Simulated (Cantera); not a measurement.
A closed system holds: 1 mol TiO2, 1.2 mol HCl, 2.1 mol O2, 0.96 mol SiCl4, held at 0.0133 bar.

Method: chemical equilibrium by Gibbs-energy minimisation in Cantera with the NASA 1993 tables (ideal gas, pure condensed phases). Candidate condensed phases: H2O, Si, SiO2, Ti, TiCl2, TiCl3, TiCl4, TiO, TiO2, Ti2O3, Ti3O5, Ti4O7; 39 gas species. Mutual solubility and eutectic melting of coexisting phases are not modelled. The tables hold silica as quartz up to 1696 K and as liquid above; real silica turns to tridymite and cristobalite and melts near 1996 K. Condensed phases not in the tables: alloys, solid solutions and most ternary compounds. The numbers say what is thermodynamically allowed, not how fast it happens.

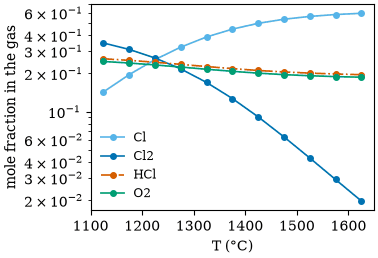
Figure. Equilibrium gas composition (values under 1e-9 drawn at 1e-9)

From 1125 °C to 1375 °C the condensed part is SiO2(β-quartz) + TiO2(rutile). From 1425 °C to 1625 °C the condensed part is SiO2(condensed) + TiO2(rutile). The main Ti-bearing gas is TiCl4 at 1125 °C and TiOCl2 at 1625 °C.
